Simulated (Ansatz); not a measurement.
# SiCl₄ + HF: a complex and its separated parts, part 2 of 2

Ansatz 0.2.0, Gaussian basis.

### Step 13. CAM-B3LYP-D4/def2-TZVPP

The inputs:

parta/in.yaml

```yaml
crystal:
  periodic: [false, false, false]
  atoms:
    - {symbol: Si, position_ang: [-0.358712, -0.724499, -0.558609]}
    - {symbol: Cl, position_ang: [1.593149, -0.401538, -0.143537]}
    - {symbol: Cl, position_ang: [-0.534475, -2.347218, -1.751174]}
    - {symbol: Cl, position_ang: [-1.370316, -1.040595, 1.162748]}
    - {symbol: Cl, position_ang: [-1.123213, 0.891358, -1.502470]}
basis:
  gaussian: {orbitals: def2-TZVPP}
hamiltonian: {xc: {name: CAM-B3LYP}, dispersion: d4}
```

partb/in.yaml

```yaml
crystal:
  periodic: [false, false, false]
  atoms:
    - {symbol: H, position_ang: [1.141109, 1.485233, 1.182732]}
    - {symbol: F, position_ang: [0.652557, 2.137260, 1.610109]}
basis:
  gaussian: {orbitals: def2-TZVPP}
hamiltonian: {xc: {name: CAM-B3LYP}, dispersion: d4}
```

The same command starts each run, in its folder.

The run is started by

```bash
> ansatz run in.yaml --threads 8 --pin off --events-out ev --progress --plain --max-ram 19148MiB
```

Log of parta (excerpt; [...] marks lines left out):

```text
Functional definition: CAM-B3LYP
  name "CAM-B3LYP"
  cite "Yanai, Tew & Handy, Chem. Phys. Lett. 393, 51 (2004) doi:10.1016/j.cplett.2004.06.011"
  cite "Iikura, Tsuneda, Yanai & Hirao, J. Chem. Phys. 115, 3540 (2001) doi:10.1063/1.1383587"
  cite "Becke, Phys. Rev. A 38, 3098 (1988) doi:10.1103/PhysRevA.38.3098"
  cite "Lee, Yang & Parr, Phys. Rev. B 37, 785 (1988) doi:10.1103/PhysRevB.37.785"
[...]
1543 factors; their error is unknown
242 factors; integrals over basis functions are off by at most 1.1e-5 eV
[...]
mean field -57977.45234916 eV, -2130.6320753030 hartree, gradient 5.9e-5 eV, S^2 0.000000; 0 other end points of the search recorded, 0 dependent functions left out
reference -57977.45248600 eV, -2130.6320803319 hartree; 41, 41 occupied and 169, 169 virtual orbitals, 1543 factors
Total energy: -57977.69482186 eV, -2130.6409860103 hartree
```

partb printed (excerpt; [...] marks lines left out):

```text
[... 6 set-up lines as earlier in the session ...]
[...]
  # Exact exchange under (alpha + beta erf(omega r))/r, Becke's under what is left of 1/r.
[...]
215 factors; their error is unknown
48 factors; integrals over basis functions are off by at most 4.9e-5 eV
[...]
mean field -2733.85902724 eV, -100.4674661747 hartree, gradient 6.2e-5 eV, S^2 0.000000; 0 other end points of the search recorded, 0 dependent functions left out
reference -2733.85907137 eV, -100.4674677966 hartree; 5, 5 occupied and 40, 40 virtual orbitals, 215 factors
Total energy: -2733.86051169 eV, -100.4675207274 hartree
```

Times: 1.8 s (parta), 0.15 s (partb) on 8 threads of Arm Neoverse V1, shared host; peak memory 0.66 GiB.

### Step 14. wB97X-V/def2-TZVPP

Each input of step 13 (parta, partb) changes in the same lines:

```diff
-hamiltonian: {xc: {name: CAM-B3LYP}, dispersion: d4}
+hamiltonian: {xc: {name: wB97X-V}}
```

The same command starts each run, in its folder.

The run is started by

```bash
> ansatz run in.yaml --threads 8 --pin off --events-out ev --progress --plain --max-ram 19148MiB
```

parta printed (excerpt; [...] marks lines left out):

```text
Functional definition: wB97X-V
  name "wB97X-V"
  cite "Mardirossian & Head-Gordon, Phys. Chem. Chem. Phys. 16, 9904 (2014) doi:10.1039/C3CP54374A"
[... 2 set-up lines as earlier in the session ...]
[...]
      + integral(e_c_pw_opposite_spin*poly(b97_u_opposite, cos0, cos1)) + vv10(b, c)
1531 factors; their error is unknown
212 factors; integrals over basis functions are off by at most 3.7e-5 eV
[...]
mean field -57967.19396096 eV, -2130.2550864899 hartree, gradient 1.3e-5 eV, S^2 0.000000; 0 other end points of the search recorded, 0 dependent functions left out
reference -57967.19395933 eV, -2130.2550864302 hartree; 41, 41 occupied and 169, 169 virtual orbitals, 1531 factors
Total energy: -57967.19395933 eV, -2130.2550864302 hartree
```

Output in partb (excerpt; [...] marks lines left out):

```text
[... 5 set-up lines as earlier in the session ...]
[...]
      + integral(e_c_pw_opposite_spin*poly(b97_u_opposite, cos0, cos1)) + vv10(b, c)
215 factors; their error is unknown
48 factors; integrals over basis functions are off by at most 2.2e-5 eV
[...]
mean field -2733.49560679 eV, -100.4541107195 hartree, gradient 1.0e-5 eV, S^2 0.000000; 0 other end points of the search recorded, 0 dependent functions left out
reference -2733.49560619 eV, -100.4541106977 hartree; 5, 5 occupied and 40, 40 virtual orbitals, 215 factors
Total energy: -2733.49560619 eV, -100.4541106977 hartree
```

Times: 3.9 s (parta), 0.25 s (partb) on 8 threads of Arm Neoverse V1, shared host; peak memory 0.71 GiB.

### Step 15. wB97M-V/def2-TZVPP

The same edit goes into each in.yaml of step 14 (parta, partb):

```diff
-hamiltonian: {xc: {name: wB97X-V}}
+hamiltonian: {xc: {name: wB97M-V}}
```

Each run has its own folder and the same command.

The run is started by

```bash
> ansatz run in.yaml --threads 8 --pin off --events-out ev --progress --plain --max-ram 19148MiB
```

parta printed (excerpt; [...] marks lines left out):

```text
Functional definition: wB97M-V
  name "wB97M-V"
  cite "Mardirossian & Head-Gordon, J. Chem. Phys. 144, 214110 (2016) doi:10.1063/1.4952647"
[... 2 set-up lines as earlier in the session ...]
  # Of w^i u^j: cxij and so on, Table III.
[...]
  gx(w, u) = 1 - cx + cx01*u + cx10*w
[...]
      + integral(e_c_pw_mod_opposite_spin*gos(b97_w_opposite, b97_u_opposite)) + vv10(b, c)
1531 factors; their error is unknown
212 factors; integrals over basis functions are off by at most 3.7e-5 eV
[...]
mean field -57973.21830502 eV, -2130.4764770509 hartree, gradient 1.4e-5 eV, S^2 0.000000; 0 other end points of the search recorded, 0 dependent functions left out
reference -57973.21834417 eV, -2130.4764784893 hartree; 41, 41 occupied and 169, 169 virtual orbitals, 1531 factors
Total energy: -57973.21834417 eV, -2130.4764784893 hartree
```

partb printed (excerpt; [...] marks lines left out):

```text
[... 5 set-up lines as earlier in the session ...]
  # Of w^i u^j: cxij and so on, Table III.
[...]
  gx(w, u) = 1 - cx + cx01*u + cx10*w
[...]
      + integral(e_c_pw_mod_opposite_spin*gos(b97_w_opposite, b97_u_opposite)) + vv10(b, c)
215 factors; their error is unknown
48 factors; integrals over basis functions are off by at most 2.2e-5 eV
[...]
mean field -2733.67553258 eV, -100.4607228705 hartree, gradient 1.2e-5 eV, S^2 0.000000; 0 other end points of the search recorded, 0 dependent functions left out
reference -2733.67554725 eV, -100.4607234094 hartree; 5, 5 occupied and 40, 40 virtual orbitals, 215 factors
Total energy: -2733.67554725 eV, -100.4607234094 hartree
```

Times: 4.7 s (parta), 0.25 s (partb) on 8 threads of Arm Neoverse V1, shared host; peak memory 0.73 GiB.

### Step 16. B2PLYP/def2-TZVPP

Each input of step 15 (parta, partb) changes in the same lines:

```diff
-hamiltonian: {xc: {name: wB97M-V}}
+hamiltonian: {xc: {name: B2PLYP}}
```

Each run has its own folder and the same command.

The run is started by

```bash
> ansatz run in.yaml --threads 8 --pin off --events-out ev --progress --plain --max-ram 19148MiB
```

Output in parta (excerpt; [...] marks lines left out):

```text
Functional definition: B2PLYP
  name "B2PLYP"
  cite "Grimme, J. Chem. Phys. 124, 034108 (2006) doi:10.1063/1.2148954"
[... 2 set-up lines as earlier in the session ...]
[...]
1261 factors; integrals over basis functions are off by at most 6.5e-4 eV
[...]
mean field -57950.78758083 eV, -2129.6521631409 hartree, gradient 3.7e-6 eV, S^2 0.000000; 0 other end points of the search recorded, 0 dependent functions left out
25 core orbitals not correlated: weight in the atoms' cores, before any rotation towards them, 1.000 or more for the frozen orbitals, at most 0.000 for the correlated occupied ones
reference -57950.78775926 eV, -2129.6521696981 hartree; 16, 16 occupied and 169, 169 virtual orbitals, 1261 factors
second order -28.66647658 eV of doubles, -0.00000000 eV of singles
Total energy: -57958.52770794 eV, -2129.9366075656 hartree
```

partb printed (excerpt; [...] marks lines left out):

```text
[... 5 set-up lines as earlier in the session ...]
[...]
287 factors; integrals over basis functions are off by at most 1.0e-3 eV
[...]
mean field -2730.72524039 eV, -100.3523016322 hartree, gradient 1.4e-6 eV, S^2 0.000000; 0 other end points of the search recorded, 0 dependent functions left out
1 core orbitals not correlated: weight in the atoms' cores, before any rotation towards them, 1.000 or more for the frozen orbitals, at most 0.000 for the correlated occupied ones
reference -2730.72529709 eV, -100.3523037160 hartree; 4, 4 occupied and 40, 40 virtual orbitals, 287 factors
second order -8.59402698 eV of doubles, -0.00000000 eV of singles
Total energy: -2733.04568437 eV, -100.4375763759 hartree
```

Wall times: 2.7 s (parta), 0.15 s (partb) on 8 threads of Arm Neoverse V1, shared host.

### Step 17. PBE-QIDH/def2-TZVPP

Each input of step 16 (parta, partb) changes in the same lines:

```diff
-hamiltonian: {xc: {name: B2PLYP}}
+hamiltonian: {xc: {name: PBE-QIDH}}
```

The same command starts each run, in its folder.

The run is started by

```bash
> ansatz run in.yaml --threads 8 --pin off --events-out ev --progress --plain --max-ram 19148MiB
```

Log of parta (excerpt; [...] marks lines left out):

```text
Functional definition: PBE-QIDH
  name "PBE-QIDH"
  cite "Brémond, Sancho-García, Pérez-Jiménez & Adamo, J. Chem. Phys. 141, 031101 (2014) doi:10.1063/1.4890314"
[... 1 set-up line as earlier in the session ...]
[...]
1261 factors; integrals over basis functions are off by at most 6.5e-4 eV
[...]
mean field -57936.05518373 eV, -2129.1107575333 hartree, gradient 9.5e-7 eV, S^2 0.000000; 0 other end points of the search recorded, 0 dependent functions left out
25 core orbitals not correlated: weight in the atoms' cores, before any rotation towards them, 1.000 or more for the frozen orbitals, at most 0.000 for the correlated occupied ones
reference -57936.05519505 eV, -2129.1107579495 hartree; 16, 16 occupied and 169, 169 virtual orbitals, 1261 factors
second order -26.60686724 eV of doubles, -0.00000000 eV of singles
Total energy: -57944.92415080 eV, -2129.4366860616 hartree
```

Log of partb (excerpt; [...] marks lines left out):

```text
[... 4 set-up lines as earlier in the session ...]
[...]
287 factors; integrals over basis functions are off by at most 1.0e-3 eV
[...]
mean field -2728.92250321 eV, -100.2860522628 hartree, gradient 3.8e-6 eV, S^2 0.000000; 0 other end points of the search recorded, 0 dependent functions left out
1 core orbitals not correlated: weight in the atoms' cores, before any rotation towards them, 1.000 or more for the frozen orbitals, at most 0.000 for the correlated occupied ones
reference -2728.92250656 eV, -100.2860523860 hartree; 4, 4 occupied and 40, 40 virtual orbitals, 287 factors
second order -8.07152954 eV of doubles, -0.00000000 eV of singles
Total energy: -2731.61301641 eV, -100.3849267992 hartree
```

Times: 2.7 s (parta), 0.15 s (partb) on 8 threads of Arm Neoverse V1, shared host.

### Step 18. RPA on PBE/def2-TZVPP

The same edit goes into each in.yaml of step 17 (parta, partb):

```diff
-hamiltonian: {xc: {name: PBE-QIDH}}
+hamiltonian: {xc: pbe}
+correlation: {method: rpa}
```

One command serves all of them, each in its own folder.

The run is started by

```bash
> ansatz run in.yaml --threads 8 --pin off --events-out ev --progress --plain --max-ram 19148MiB
```

parta printed (excerpt; [...] marks lines left out):

```text
[... 4 set-up lines as earlier in the session ...]
[...]
1261 factors; integrals over basis functions are off by at most 6.5e-4 eV
[...]
mean field -57951.37284399 eV, -2129.6736711654 hartree, gradient 5.1e-6 eV, S^2 0.000000; 0 other end points of the search recorded, 0 dependent functions left out
25 core orbitals not correlated: weight in the atoms' cores, before any rotation towards them, 1.000 or more for the frozen orbitals, at most 0.000 for the correlated occupied ones
reference -57882.64917850 eV, -2127.1481230410 hartree; 16, 16 occupied and 169, 169 virtual orbitals, 1261 factors
Total energy: -57920.83563072 eV, -2128.5514492763 hartree
```

partb printed (excerpt; [...] marks lines left out):

```text
[... 4 set-up lines as earlier in the session ...]
[...]
287 factors; integrals over basis functions are off by at most 1.0e-3 eV
[...]
mean field -2731.84357364 eV, -100.3933996211 hartree, gradient 9.3e-7 eV, S^2 0.000000; 0 other end points of the search recorded, 0 dependent functions left out
1 core orbitals not correlated: weight in the atoms' cores, before any rotation towards them, 1.000 or more for the frozen orbitals, at most 0.000 for the correlated occupied ones
reference -2722.68124853 eV, -100.0566903840 hartree; 4, 4 occupied and 40, 40 virtual orbitals, 287 factors
Total energy: -2733.63265727 eV, -100.4591472320 hartree
```

They took 2.1 s (parta), 0.15 s (partb) on 8 threads of Arm Neoverse V1, shared host.

### Step 19. CCSD(T)/def2-TZVPP

The same edit goes into each in.yaml of step 18 (parta, partb):

```diff
-hamiltonian: {xc: pbe}
-correlation: {method: rpa}
+correlation: {method: ccsd_t}
```

Each run has its own folder and the same command.

The run is started by

```bash
> ansatz run in.yaml --threads 8 --pin off --events-out ev --progress --plain --max-ram 19148MiB
```

Log of parta (excerpt; [...] marks lines left out):

```text
Functional definition: HF
  name "HF"
  cite "Fock, Z. Phys. 61, 126 (1930) doi:10.1007/BF01340294"
[... 1 set-up line as earlier in the session ...]
[...]
1261 factors; integrals over basis functions are off by at most 6.5e-4 eV
[...]
mean field -57884.34762241 eV, -2127.2105397035 hartree, gradient 3.3e-6 eV, S^2 0.000000; 0 other end points of the search recorded, 0 dependent functions left out
25 core orbitals not correlated: weight in the atoms' cores, before any rotation towards them, 1.000 or more for the frozen orbitals, at most 0.000 for the correlated occupied ones
reference -57884.34762241 eV, -2127.2105397035 hartree; 16, 16 occupied and 169, 169 virtual orbitals, 1261 factors
second order -23.51515040 eV of doubles, -0.00000000 eV of singles
cycle   1  -24.55039411 eV  change    -1.0e0 eV  update   9.2e-2
[...]
cycle   8  -25.11874876 eV  change   -2.3e-5 eV  update   1.7e-5
perturbative correction -1.13023664 eV, -0.0415354305 hartree
Total energy: -57910.59660781 eV, -2128.1751721248 hartree
```

partb printed (excerpt; [...] marks lines left out):

```text
[... 4 set-up lines as earlier in the session ...]
[...]
287 factors; integrals over basis functions are off by at most 1.0e-3 eV
[...]
mean field -2722.91271086 eV, -100.0651964676 hartree, gradient 4.5e-6 eV, S^2 0.000000; 0 other end points of the search recorded, 0 dependent functions left out
1 core orbitals not correlated: weight in the atoms' cores, before any rotation towards them, 1.000 or more for the frozen orbitals, at most 0.000 for the correlated occupied ones
reference -2722.91271086 eV, -100.0651964676 hartree; 4, 4 occupied and 40, 40 virtual orbitals, 287 factors
second order -7.36485424 eV of doubles, -0.00000000 eV of singles
cycle   1  -7.29621451 eV  change    6.9e-2 eV  update   3.9e-2
[...]
cycle   8  -7.43089498 eV  change    6.1e-7 eV  update   3.3e-6
perturbative correction -0.17033772 eV, -0.0062597959 hartree
Total energy: -2730.51394357 eV, -100.3445366173 hartree
```

They took 13 s (parta), 0.2 s (partb) on 8 threads of Arm Neoverse V1, shared host; peak memory 1.7 GiB.

### Step 20. Vibrations of SiCl₄

Contents of vib-parta/in.yaml:

```yaml
crystal:
  periodic: [false, false, false]
  atoms:
    - {symbol: Si, position_ang: [-0.358712, -0.724499, -0.558609]}
    - {symbol: Cl, position_ang: [1.593149, -0.401538, -0.143537]}
    - {symbol: Cl, position_ang: [-0.534475, -2.347218, -1.751174]}
    - {symbol: Cl, position_ang: [-1.370316, -1.040595, 1.162748]}
    - {symbol: Cl, position_ang: [-1.123213, 0.891358, -1.502470]}
basis:
  gaussian: {orbitals: def2-TZVP}
hamiltonian: {xc: pbe0, dispersion: d4}
phonons: {temperatures: {t_min: 298.15, t_max: 900, t_step: 200}}
```

The run is started by

```bash
> ansatz run in.yaml --threads 8 --pin off --events-out ev --progress --plain --max-ram 19148MiB
```

The program printed (excerpt; [...] marks lines left out):

```text
[... 5 set-up lines as earlier in the session ...]
[...]
1340 factors; their error is unknown
[...]
mean field -57956.15834963 eV, -2129.8495352540 hartree, gradient 5.0e-5 eV, S^2 0.000000; 0 other end points of the search recorded, 0 dependent functions left out
[...]
Atom 2 at    -0.534475    -2.347218    -1.751174 Å, force     0.000005    -0.000216    -0.000156 eV/Å
Atom 3 at    -1.370316    -1.040595     1.162748 Å, force    -0.000108    -0.000027     0.000200 eV/Å
Atom 4 at    -1.123213     0.891358    -1.502470 Å, force    -0.000081     0.000190    -0.000099 eV/Å
Dipole moment:    -0.000003    -0.000004    -0.000003 e Å
Vibrations: 143.78 143.78 217.63 217.63 217.63 421.65 623.50 623.51 623.51 cm⁻¹, zero-point energy 0.200398 eV
```

It took 27 s on 8 threads of Arm Neoverse V1, shared host.

Wavenumbers and character of the modes:

```
mode  wavenumber (cm⁻¹)      character
   1                144           bend
   2                144           bend
   3                218           bend
   4                218           bend
   5                218           bend
   6                422  Si–Cl stretch
   7                624  Si–Cl stretch
   8                624  Si–Cl stretch
   9                624  Si–Cl stretch
```

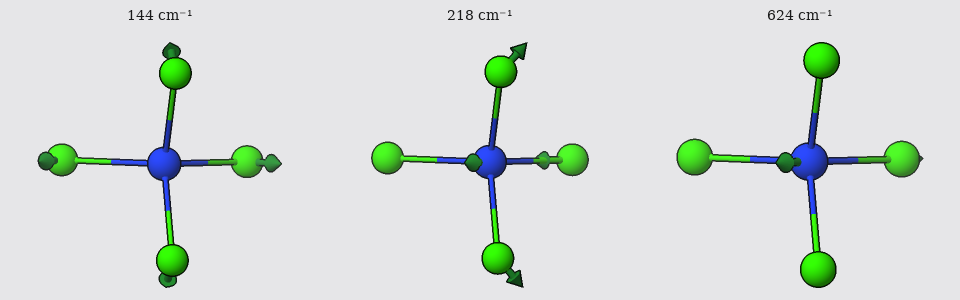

Displacements of 3 modes, as arrows.

Vibrational sums (real modes only):

```
T (K)  entropy (J/mol/K)  heat capacity (J/mol/K)
  298               56.7                     57.0
  498               88.9                     67.1
  698              112.1                     70.6
  898              130.2                     72.2
```

### Step 21. Vibrations of HF

Contents of vib-partb/in.yaml:

```yaml
crystal:
  periodic: [false, false, false]
  atoms:
    - {symbol: H, position_ang: [1.141109, 1.485233, 1.182732]}
    - {symbol: F, position_ang: [0.652557, 2.137260, 1.610109]}
basis:
  gaussian: {orbitals: def2-TZVP}
hamiltonian: {xc: pbe0, dispersion: d4}
phonons: {temperatures: {t_min: 298.15, t_max: 900, t_step: 200}}
```

The run is started by

```bash
> ansatz run in.yaml --threads 8 --pin off --events-out ev --progress --plain --max-ram 19148MiB
```

The program printed (excerpt; [...] marks lines left out):

```text
[... 5 set-up lines as earlier in the session ...]
[...]
200 factors; their error is unknown
[...]
mean field -2731.80169997 eV, -100.3918607921 hartree, gradient 6.9e-6 eV, S^2 0.000000; 0 other end points of the search recorded, 0 dependent functions left out
[...]
reference -2731.80151629 eV, -100.3918540419 hartree; 5, 5 occupied and 32, 32 virtual orbitals, 200 factors
Total energy: -2731.80322169 eV, -100.3919167145 hartree
Atom 0 at     1.141109     1.485233     1.182732 Å, force     0.000431    -0.000575    -0.000377 eV/Å
Atom 1 at     0.652557     2.137260     1.610109 Å, force    -0.000431     0.000575     0.000377 eV/Å
Dipole moment:     0.212840    -0.284059    -0.186189 e Å
Vibrations: 4153.07 cm⁻¹, zero-point energy 0.257458 eV
```

It took 0.7 s on 8 threads of Arm Neoverse V1, shared host.

Wavenumbers and character of the modes:

```
mode  wavenumber (cm⁻¹)    character
   1               4153  F–H stretch
```

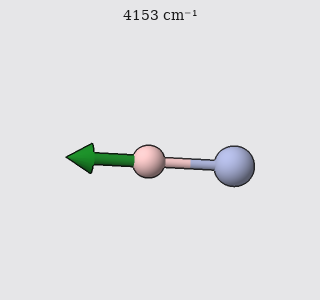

How the atoms move in 1 of the modes.

Vibrational sums (real modes only):

```
T (K)  entropy (J/mol/K)  heat capacity (J/mol/K)
  298                0.0                      0.0
  498                0.0                      0.0
  698                0.0                      0.1
  898                0.1                      0.5
```

### Step 22. Complex less separated parts

The complex's own energies come from single points at the same levels.

Rows are in def2-TZVPP; times add the 3 runs of a level on a shared host, so small differences are noise.

Differences are taken before rounding.

```
      method                    rung  complex less parts (eV)  from CCSD(T) (eV)     time
       SPW92                     LDA                   -0.206             -0.126    1.8 s
      PBE-D4                     GGA                   -0.140             -0.060    2.6 s
     BLYP-D4                     GGA                   -0.130             -0.050    2.8 s
   r2SCAN-D4                meta-GGA                   -0.117             -0.038    6.4 s
      B97M-V                meta-GGA                   -0.111             -0.031    9.7 s
     PBE0-D4                  hybrid                   -0.112             -0.033    4.8 s
    B3LYP-D4                  hybrid                   -0.116             -0.037    4.3 s
  r2SCAN0-D4                  hybrid                   -0.102             -0.023    7.6 s
    BHLYP-D4                  hybrid                   -0.103             -0.023    4.1 s
CAM-B3LYP-D4  range-separated hybrid                   -0.120             -0.040    4.7 s
     wB97X-V  range-separated hybrid                   -0.106             -0.026    9.7 s
     wB97M-V  range-separated hybrid                   -0.111             -0.031     12 s
      B2PLYP           double hybrid                   -0.068             +0.012    6.8 s
    PBE-QIDH           double hybrid                   -0.071             +0.008    7.1 s
  RPA on PBE                     RPA                   -0.062             +0.017    5.8 s
Hartree-Fock            wavefunction                    0.024             +0.104         
         MP2            wavefunction                   -0.083             -0.004         
        CCSD            wavefunction                   -0.062             +0.018         
     CCSD(T)            wavefunction                   -0.080                  0  2.5 min
```

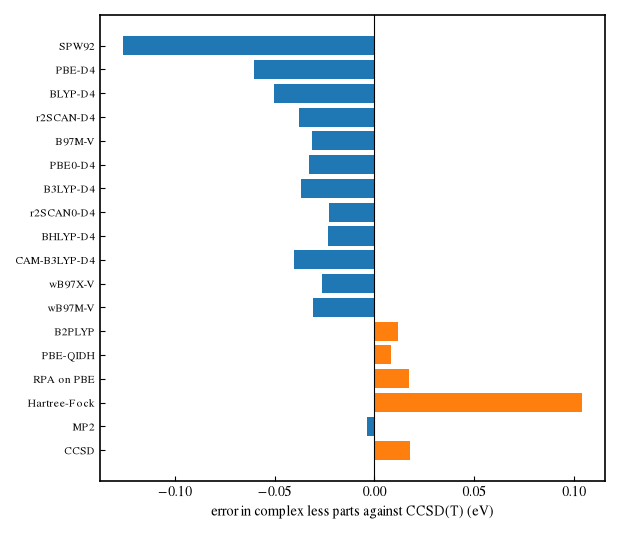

Error of each method against CCSD(T).

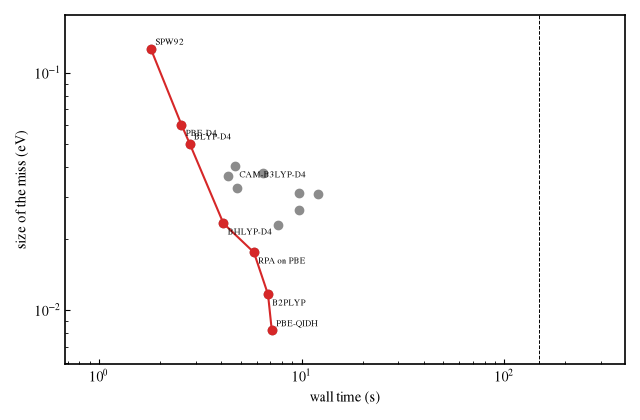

Miss against cost. Red marks the levels that no quicker level drawn beats (of those quicker than the yardstick), and the dashed line is the time of CCSD(T). Only those levels and the largest misses are named. Times are from a shared host.

PBE-QIDH reaches 0.008 eV from the reference in 7.1 s, where CCSD(T) took 2.5 min; the quickest level in the cost chart, SPW92, takes 1.8 s and misses by 0.126 eV.

The complex's zero-point energy, from a separate PBE0-D4 run, is 0.497 eV.

### Step 23. Results

The summary covers parts 1 to 2.

| quantity | value |
| --- | --- |
| complex less parts, CCSD(T)/def2-TZVPP | -0.080 eV |
| with zero-point energy | -0.040 eV |
| largest T1 diagnostic | 0.009 |

At CCSD(T) the complex lies 0.080 eV below its parts. Among the functionals PBE-QIDH lands nearest to CCSD(T) (+0.008 eV) and SPW92 farthest (-0.126 eV). By rung, the mean size of the error is: LDA 0.126, GGA 0.055, meta-GGA 0.034, hybrid 0.029, range-separated hybrid 0.033, double hybrid 0.010 eV. PBE-D4 gives a relative energy 0.060 eV too low, an error of 76 % of the reference. No counterpoise was applied, and triple zeta lacks some correlation, so the CCSD(T) reference has a basis error of its own, and close matches with it are partly luck.
